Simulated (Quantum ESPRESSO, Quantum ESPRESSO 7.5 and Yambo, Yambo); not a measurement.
**NbInO4 (P2/c): G0W0 on several meshes in Yambo**

Aim: the GW shift of NbInO4 (P2/c) against the k mesh.

Method: LDA and many-body steps on it, plane waves, in Quantum ESPRESSO 7.5 and Yambo 5.3.0.

### Step 1. The structure

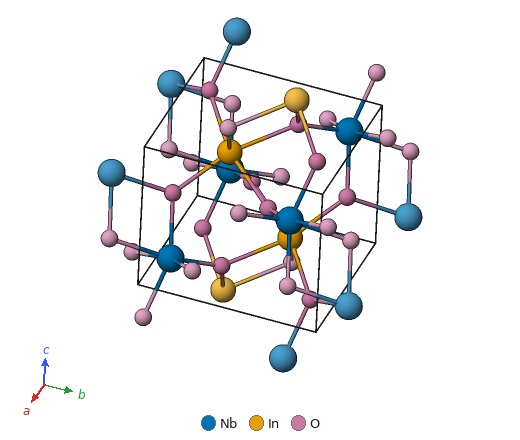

Start, viewed from a free direction; niobium blue, indium orange, oxygen pink. Some periodic images of atoms are drawn too.

Geometry: measured (diffraction); atoms relaxed with LDA. The runs that relaxed it are not among those shown.

### Step 2. Empty states on the mesh, 2×1×1 mesh, 128 bands

This step: Quantum ESPRESSO 7.5; DFT, LDA, plane waves, norm-conserving pseudopotentials.

The sums over transitions need many empty states on a uniform mesh; this step solves for them.

Contents of pw.in:

```
&control
  calculation = 'nscf'
  prefix = 'x'
  outdir = 'o'
  pseudo_dir = 'pseudo'
/
&system
  ibrav = 0
  nat = 12
  ntyp = 3
  ecutwfc = 80.0
  nbnd = 128
  force_symmorphic = .true.
/
&electrons
  conv_thr = 1e-9
  electron_maxstep = 80
  diago_full_acc = .true.
  diago_thr_init = 5e-6
/
ATOMIC_SPECIES
  Nb 92.906 Nb.upf
  In 114.82 In.upf
  O 15.999 O.upf
CELL_PARAMETERS angstrom
  4.8355000000 -0.0000000000 -0.0000000000
  -0.0000000000 5.7709000000 0.0000000000
  -0.1014445258 0.0000000000 5.1429996119
ATOMIC_POSITIONS crystal
  Nb 0.0000000000 0.1747437822 0.2500000000
  Nb 0.0000000000 0.8252562178 0.7500000000
  In 0.5000000000 0.6787797421 0.2500000000
  In 0.5000000000 0.3212202579 0.7500000000
  O 0.2611183778 0.6211746237 0.9008055843
  O 0.7388816566 0.6211746237 0.5991944291
  O 0.7388816566 0.3788253763 0.0991944291
  O 0.2611183778 0.3788253763 0.4008055843
  O 0.2127900770 0.8958676640 0.4360458970
  O 0.7872099575 0.8958676640 0.0639541164
  O 0.7872099575 0.1041323360 0.5639541164
  O 0.2127900770 0.1041323360 0.9360458970
K_POINTS automatic
  2 1 1 0 0 0
```

Command:

```bash
> OMP_NUM_THREADS=1 mpirun -n 8 pw.x -nk 4 -in pw.in > pw.out
```

Output:

```text
Program PWSCF v.7.5 starts

     This program is part of the open-source Quantum ESPRESSO suite
     for quantum simulation of materials; please cite
         "P. Giannozzi et al., J. Phys.:Condens. Matter 21 395502 (2009);
         "P. Giannozzi et al., J. Phys.:Condens. Matter 29 465901 (2017);
         "P. Giannozzi et al., J. Chem. Phys. 152 154105 (2020);
     in publications or presentations arising from this work. More details at

     Atomic positions and unit cell read from directory:
     o/x.save/

     Message from routine setup:
[...]
k =-0.5000 0.0000-0.0099 ( 11706 PWs)   bands (ev):

  -102.9741-102.9739 -61.6012 -61.5993 -61.5853 -61.5833 -61.5692 -61.5685
[...]
[... 4 further rows ...]
    36.5324  36.8025  37.6664  37.8140  38.4096  38.4645  38.9365  39.1059
    39.6024  40.0889  40.2370  40.5559  40.7298  41.2380  41.3536  41.7139

     highest occupied, lowest unoccupied level (ev):     9.5417   13.1492

     XML data file, pseudopotentials, collected wavefunctions

=------------------------------------------------------------------------------=
   JOB DONE.
=------------------------------------------------------------------------------=
```

Elapsed: 7.4 s, on 8 MPI ranks of Arm Neoverse V2, shared host; peak memory 0.75 GiB; 59 s of CPU time.

This step gave:

```
gap                                                           : 3.608 eV
k of the valence top                                          : -0.5, 0, 0
k of the conduction bottom                                    : 0, 0, 0
least direct gap                                              : 3.659 eV
k points computed                                             : 2
lowest point of the top converged band, above the valence top : 32.17 eV
```

On this mesh the gap is 3.608 eV.

The density comes from a self-consistent run that is not shown.

### Step 3. Conversion and set-up

This step: Yambo 5.3.0; conversion and set-up on LDA, plane waves, norm-conserving pseudopotentials.

The states are converted to the many-body program's format and the q mesh is built.

Command:

```bash
> (cd o/x.save; p2y > p2y.log; mv SAVE ../..); yambo > setup.log
```

Output:

```text
 Yambo, version 5.3.0

 [02] CORE Variables Setup
 =========================

  [02.01] Unit cells
  ==================

  Cell kind             :  Unknown
  Atoms in the cell     :  Nb  In  O
  number of Nb atoms    :  2
  number of In atoms    :  2
  number of O  atoms    :   8

  List of atomic masses
  Mass of Nb    :  92.90600
  Mass of In    :  114.8200
  Mass of O     :  15.99900

  List of atomic coordinates    : [cc]
  Nb1       : -0.047926  1.905654  2.429715  order 1
  Nb2       : -0.143777  8.999766  7.289146  order 2
[...]
0.000000  0.000000  0.000000  0.000000  0.000000  0.000000  0.000000  0.000000
   0.000000  0.000000  0.000000  0.000000  0.000000  0.000000  0.000000  0.000000

 [03] Transferred momenta grid and indexing
 ==========================================

 IBZ Q-points                                      :  2
 BZ  Q-points                                      :  2

 K/Q-points units:
 rlu = crystal or reduced units; cc = cartesian coordinates; iku = interal k-units

 Q [1]          [rlu]:  0.000000  0.000000  0.000000
 Q [2]          [rlu]: -0.50000       0.0000     -0.71075E-19

  [03.01] X indexes
  =================

   [03.01.01] Sigma indexes
   ========================

 [06] Game Over & Game summary
```

Elapsed: 2.4 s, on 1 MPI rank; peak memory 0.24 GiB.

### Step 4. 2×1×1

G0W0 replaces the xc potential by the self-energy, built once from these orbitals. Only a window of levels is corrected, while the sums run over the empty bands that the input names.

This step: G0W0 on LDA, plane waves, norm-conserving pseudopotentials.

Contents of gw13.in:

```
HF_and_locXC
gw0
dyson
ppa
em1d
rim_cut
RandQpts= 1000000
RandGvec= 1 RL
EXXRLvcs= 80 Ry
VXCRLvcs= 320 Ry
Chimod= "HARTREE"
% BndsRnXp
 1 | 128 |
%
NGsBlkXp= 6.5 Ry
% LongDrXp
 1 | 1 | 1 |
%
% GbndRnge
 1 | 128 |
%
DysSolver= "n"
ExtendOut
PPAPntXp= 27.21138 eV
% QPkrange
 2 | 2 | 57 | 60 |
 1 | 1 | 57 | 60 |
%
```

Command:

```bash
> OMP_NUM_THREADS=2 mpirun -n 4 yambo -F gw13.in -J gw13 -C gw13 > gw13.log
```

Output:

```text
 Yambo, version 5.3.0

 [02] CORE Variables Setup
 =========================

  [... cell, symmetries and grids as in the set-up ...]

  [02.05] Energies & Occupations
  ==============================

  [X] === General ===
  [X] Electronic Temperature                        :  0.000000  0.000000 [eV K]
  [X] Bosonic    Temperature                        :  0.000000  0.000000 [eV K]
  [X] Finite Temperature mode                       : no
  [X] El. density                                   :  0.80827E+24 [cm-3]
  [X] Fermi Level                                   :  9.541688 [eV]

  [X] === Gaps and Widths ===
  [X] Conduction Band Min                           :  3.607525 [eV]
  [X] Valence Band Max                              :  0.000000 [eV]
  [X] Filled Bands                                  :   58
  [X] Empty Bands                                   :   59  128
  [X] Direct Gap                                    :  3.659042 [eV]
  [X] Direct Gap localized at k                     :  1
  [X] Indirect Gap                                  :  3.607525 [eV]
  [X] Indirect Gap between kpts                     :  2  1
  [X] Last valence band width                       :  0.051517 [eV]
  [X] 1st conduction band width                     :  0.358579 [eV]

 [03] Transferred momenta grid and indexing
 ==========================================

 IBZ Q-points                                      :  2
 BZ  Q-points                                      :  2

 K/Q-points units:
 rlu = crystal or reduced units; cc = cartesian coordinates; iku = interal k-units

 Q [1]          [rlu]:  0.000000  0.000000  0.000000
 Q [2]          [rlu]: -0.50000       0.0000     -0.71075E-19

 [04] Coloumb potential Random Integration (RIM)
 ===============================================

  [04.01] RIM initialization
  ==========================

  * Diagonal components only detected *

  8 x (sBL volume)        :  1.024475 [a.u.]
  sBZ random points       :  1000000
  Points outside the sBZ  :   7991612
  RL volume               :  0.256119 [a.u.]
  Integrated volume       :  0.256388 [a.u.]

  [04.02] RIM integrals
  =====================

  Gamma point sphere radius             :  0.182860 [a.u.]
  Points outside the sphere             :   800999
  [Int_sBZ(q=0) 1/q^2]*(Vol_sBZ)^(-1/3) =:  7.394754
                                 should be <:  7.795600

  Summary of Coulomb integrals for non-metallic bands |Q|[au] RIM/Bare

  Q [1] 0.100000E-4 0.948581 * Q [2] 0.343870 0.778806

 [05] Dipoles
 ============

  [05.01] Setup: observables and procedures
  =========================================

  [WARNING] [x,Vnl] slows the Dipoles computation. To neglect it rename the ns.kb_pp file

 [06] Dynamic Dielectric Matrix (PPA)
 ====================================

 [WR./gw13//ndb.pp]--------------------------------------------------------------
  Brillouin Zone Q/K grids (IBZ/BZ)                :  2  2  2  2
  RL vectors                                       :  13075 [WF]
  Coulomb cutoff potential                         : none
  Electronic Temperature                           :  0.000000 [K]
  Bosonic    Temperature                           :  0.000000 [K]
  PPA    diel. fun.  energies                      : Slater exchange(X)+Perdew & Wang(C)
  wavefunctions                                    : Slater exchange(X)+Perdew & Wang(C)
  Global Gauge                                     : length
  X matrix size                                    :  245
  X band range                                     :    1  128
  X e/h energy range                               : -1.000000 -1.000000 [eV]
  X Time ordering                                  : R
  X Hxc Kernel                                     : HARTREE
  X Drude frequency                                :  0.000000  0.000000
  X poles                                          :  100.0000 [o/o]
  RL vectors in the sum                            :  13075
  [r,Vnl] included                                 : yes
  Field direction                                  :  0.577350E-5  0.577350E-5  0.577350E-5
  BZ energy Double Grid                            : no
  BZ energy DbGd points                            : 0
  BZ Q point size factor                           : -1.000000
  X Optical Averaged directions                    : none

 [07] Local Exchange-Correlation + Non-Local Fock
 ================================================

 [VXC] Plane waves :   93599
 [EXS] Plane waves :  11705

 QP @ state[ 1 ] K range:  1  2
 QP @ state[ 1 ] b range:   57   60

 [xc] Functional : Slater exchange(X)+Perdew & Wang(C)
 [xc] LIBXC used to calculate xc functional
  PP Number of Atomic Species                      :  3
  NLCC RL compoments                               :   93599
  PP Number of Atomic Species                      :  3
  NLCC RL compoments                               :   93599

 [xc] E_xc :  -73.83151 [Ha]
      E_xc :  -147.6630 [Ry]

  Local XC kind (lXC) : Slater exchange(X)+Perdew & Wang(C)
  Non-Local XC kind (nlXC) : Hartree-Fock

  Corrections @ K [1] :  [eV]
 <57|nlXC|57> = -24.79554  0.10331E-16 <57|lXC|57> = -19.71451 -0.37763E-15
 <58|nlXC|58> = -25.03134  0.13821E-16 <58|lXC|58> = -19.66277 -0.11801E-16
 <59|nlXC|59> = -11.06609  0.19104E-17 <59|lXC|59> = -17.01132 -0.28104E-21
 <60|nlXC|60> = -11.41640 -0.96959E-19 <60|lXC|60> = -17.10970 -0.18882E-15

  Corrections @ K [2] :  [eV]
 <57|nlXC|57> = -25.04410 -0.98840E-17 <57|lXC|57> = -19.94223  0.29503E-17
 <58|nlXC|58> = -25.08698 -0.80157E-17 <58|lXC|58> = -19.69937 -0.47204E-15
 <59|nlXC|59> = -10.98759  0.12424E-18 <59|lXC|59> = -17.59815  0.18882E-15
 <60|nlXC|60> = -11.30177 -0.51269E-17 <60|lXC|60> = -17.72040 -0.18882E-15

  [07.01] Hartree-Fock occupations report
  =======================================

  [Hartree-Fock] === General ===
  [Hartree-Fock] Electronic Temperature             :  0.000000  0.000000 [eV K]
  [Hartree-Fock] Bosonic    Temperature             :  0.000000  0.000000 [eV K]
  [Hartree-Fock] Finite Temperature mode            : no
  [Hartree-Fock] El. density                        :  0.80827E+24 [cm-3]
  [Hartree-Fock] Fermi Level                        :  9.541688 [eV]

  [Hartree-Fock] === Gaps and Widths ===
  [Hartree-Fock] Conduction Band Min                :  9.552759 [eV]
  [Hartree-Fock] Valence Band Max                   : -5.387608 [eV]
  [Hartree-Fock] Filled Bands                       :   58
  [Hartree-Fock] Empty Bands                        :   59  128
  [Hartree-Fock] Direct Gap                         :  14.97285 [eV]
  [Hartree-Fock] Direct Gap localized at k          :  1
  [Hartree-Fock] Indirect Gap                       :  14.94037 [eV]
  [Hartree-Fock] Indirect Gap between kpts          :  2  1
  [Hartree-Fock] Last valence band width            :  0.032478 [eV]
  [Hartree-Fock] 1st conduction band width          :  1.023901 [eV]

 [08] Dyson equation: Newton solver
 ==================================

  [08.01] G0W0 (W PPA)
  ====================

  [  GW  ] Bands range     :    1  128
  [GW/PPA] G damping       :  0.100000 [eV]

  QP @ state[ 1 ] K range:  1  2
  QP @ state[ 1 ] b range:   57   60

   Sc/G bands                                       :    1  128
   Sc/G damping                                     :  0.100000 ev
   Sc bands terminator                              : no
   Sx RL components                                 :  11705

   QP @ state[ 1 ] K range                          :  1  2
   QP @ state[ 1 ] b range                          :   57   60
   GF energies kind                                 : Slater exchange(X)+Perdew & Wang(C)
   GF WF`s kind                                     : Slater exchange(X)+Perdew & Wang(C)
   Xs energies kind                                 : Slater exchange(X)+Perdew & Wang(C)
   Xs WF`s kind                                     : Slater exchange(X)+Perdew & Wang(C)

 [11] Game Over & Game summary
```

Wall time 6.1 s (4 MPI ranks); peak memory 1.4 GiB; 32 s of CPU time.

Numbers from this step:

```yaml
g0w0_gap_on_the_points_computed: 5.605 eV
starting_gap_on_the_mesh: 3.608 eV
k_of_the_valence_top: -0.5, 0, 0
k_of_the_conduction_bottom: 0, 0, 0
least_direct_g0w0_gap_on_the_computed_points: 5.648 eV
z_at_the_valence_top: 0.7710
z_at_the_conduction_bottom: 0.8126
```

The gap on the mesh goes from 3.61 eV to 5.60 eV, a correction of +2.00 eV.

### Step 5. Empty states on the mesh, 2×2×2 mesh, 128 bands

This step: Quantum ESPRESSO 7.5; DFT, LDA, plane waves, norm-conserving pseudopotentials.

pw.in: that of step 2 with these lines changed.

```diff
@@ -42,2 +42,2 @@
 K_POINTS automatic
-  2 1 1 0 0 0
+  2 2 2 0 0 0
```

Command:

```bash
> OMP_NUM_THREADS=1 mpirun -n 8 pw.x -nk 4 -in pw.in > pw.out
```

Output:

```text
[banner, memory and clock lines left out]
Program PWSCF v.7.5 starts

     Atomic positions and unit cell read from directory:
     o/x.save/

     Message from routine setup:
     using ibrav=0 with symmetry is DISCOURAGED, use correct ibrav instead

     bravais-lattice index     =            0
     lattice parameter (alat)  =       9.1378  a.u.
     unit-cell volume          =     968.4964 (a.u.)^3
     number of atoms/cell      =           12
     number of atomic types    =            3
     number of electrons       =       116.00
[...]
[... 4 further rows ...]
[...]
k = 0.0000-0.4190 0.0000 ( 11668 PWs)   bands (ev):

  -102.9741-102.9739 -61.6012 -61.5994 -61.5853 -61.5833 -61.5692 -61.5685
[...]
[... 4 further rows ...]
    36.7235  37.1327  37.1795  37.9078  38.0823  38.2331  38.5265  38.6815
    38.9227  39.2188  39.9238  40.3962  40.8081  41.5331  41.7537  42.2059

          k = 0.0000-0.4190-0.4701 ( 11680 PWs)   bands (ev):

     [... further k-points ...]

     highest occupied, lowest unoccupied level (ev):     9.5417   12.9377

     XML data file, pseudopotentials, collected wavefunctions
```

The job ended after 13 s (8 MPI ranks; peak memory 1.1 GiB; 1.7 min of CPU time).

Numbers from this step:

```yaml
gap: 3.396 eV
k_of_the_valence_top: -0.5, 0, 0
k_of_the_conduction_bottom: 0, -0.5, 0
least_direct_gap: 3.436 eV
k_points_computed: 8
lowest_point_of_the_top_converged_band_above_the_valence_top: 31.65 eV
```

On this mesh the gap is 3.396 eV.

(Continued in part 2 of 2.)

[Paths, hosts, dates, memory and timing lines, banners, echoed tables and standing remarks are left out of the program output.]

[Logs are printed without paths, hosts, clocks, repeated set-up lines and the standing remarks that a program may print on its own settings, such as how far it seeks lower states.]

[Runs of the session that timed out or met a known fault of the program may be left out.]

[Hosts, paths, dates, database ids (printed as entryN), source tags and the programs' standing remarks are cut or masked in the printed files.]
